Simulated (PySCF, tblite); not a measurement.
**C₅H₈F₃NSi: geometry, infrared bands and NMR shifts**

What infrared bands and NMR shifts should C₅H₈F₃NSi (`C#C[C@H](N(C)[SiH3])C(F)(F)F`) show?

The runs use tblite 0.8.0 and PySCF 2.14.0, with density-fitted response routines of our own; the level of theory stands in each step. All values are computed, except where a source is named. Atoms count from 0, in the outputs and in this text.

### 1 Starting geometry

18 atoms, charge 0, multiplicity 1; geometry from: force field or distance geometry start.

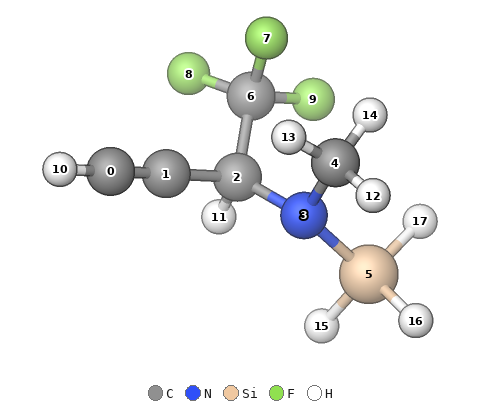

As it starts; carbon grey, nitrogen blue, silicon light orange, fluorine green, hydrogen white, atoms numbered.

### 2 Geometry optimisation with GFN2-xTB

What the job is given:

```
{"job": {"kind": "relax", "xc": "GFN2-xTB", "basis": "xTB"}, "charge": 0, "multiplicity": 1}
C     -1.949100     1.207900    -2.064900
C     -1.420400     0.816600    -1.078300
C     -0.733900     0.326100     0.172200
N      0.749000     0.382200    -0.023000
C      1.192000    -0.667800    -0.948800
Si     1.751500     0.775700     1.329600
C     -1.384600    -0.999200     0.663800
F     -1.262000    -2.003000    -0.226500
F     -2.700300    -0.848900     0.934400
F     -0.809800    -1.423900     1.823900
H     -2.436500     1.564700    -2.950700
H     -1.010100     1.076400     0.931900
H      2.213200    -0.469700    -1.285900
H      0.586900    -0.696700    -1.867800
H      1.174700    -1.653400    -0.496200
H      1.133500     1.929600     2.035700
H      3.107400     1.102600     0.822400
H      1.790000    -0.412800     2.216500
```

Run with:

```console
$ OMP_NUM_THREADS=1 python probes_run.py task.json out
```

This one command runs all jobs of the session in turn.

**Question.** This job is followed by: GFN2-xTB harmonic vibrations, gas phase; GIAO PBE0/pcSseg-1 NMR shielding, non-relativistic, gas phase. What will the session give for the following? strongest single infrared mode (GFN2-xTB); zero-point energy (GFN2-xTB); 13C shifts against TMS (PBE0/pcSseg-1); 1H shifts against TMS (PBE0/pcSseg-1, means over atoms taken as alike); 15N shifts against NH3 (PBE0/pcSseg-1); 29Si shifts against TMS (PBE0/pcSseg-1); 19F shifts against CFCl3 (PBE0/pcSseg-1, means over atoms taken as alike).

The runs gave:

```
                                                                 quantity                              value
                                strongest single infrared mode (GFN2-xTB)              2228 cm⁻¹, 353 km/mol
                                             zero-point energy (GFN2-xTB)                      73.5 kcal/mol
                                   13C shifts against TMS (PBE0/pcSseg-1)  135.2, 84.2, 80.7, 59.0, 34.0 ppm
   1H shifts against TMS (PBE0/pcSseg-1, means over atoms taken as alike)         4.72, 4.22, 2.83, 1.96 ppm
                                   15N shifts against NH3 (PBE0/pcSseg-1)                           21.9 ppm
                                  29Si shifts against TMS (PBE0/pcSseg-1)                          -38.3 ppm
19F shifts against CFCl3 (PBE0/pcSseg-1, means over atoms taken as alike)                          -82.1 ppm
```

What this shows: The optimisation took 75 steps and gained 0.316 eV; among the close pairs (by a distance rule), C2–N3 changed most, from 1.497 to 1.434 Å. All 48 modes are real, so the xTB geometry is a minimum. The strongest single mode, at 2228 cm⁻¹, moves mainly H17. Unscaled tight-binding wavenumbers are off by several per cent, some by more. Its intensities can rank the bands wrongly. At PBE0/pcSseg-1: The largest span, 287 ppm, is at C1, where the paramagnetic term is -156 ppm.
